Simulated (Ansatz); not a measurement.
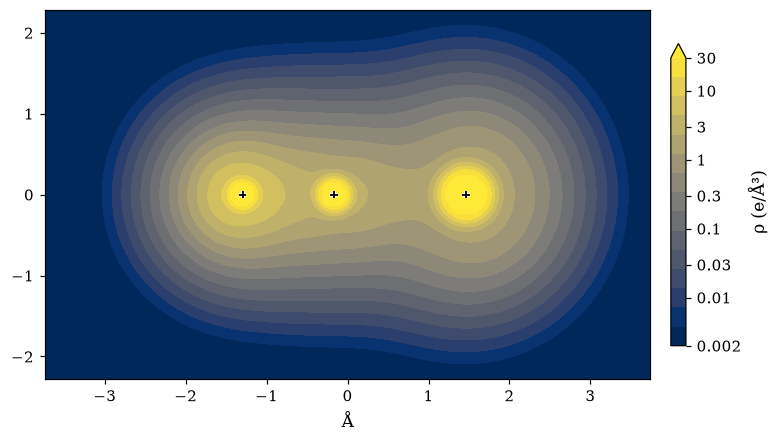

The total electron density on a plane through atoms (crosses mark nuclei in the plane).

The calculation used Ansatz, isolated molecule in a Gaussian basis; Kohn-Sham density functional theory, functional PBE0.

Candidates:
A. COS (SMILES [O]C#[S+]) (charge +1, doublet)
B. AlCuOS (SMILES [S-][Al+][O][Cu])
C. BCaO (SMILES O=[B][Ca]) (doublet)

### Which system is this?

Candidate A: COS on a plane that holds the molecular axis, which holds C, O and S. C–O (1.13 Å): the density is about 4.1 e/Å³ at the midpoint. C–S (1.63 Å): the density is about 1.6 e/Å³ at the midpoint.
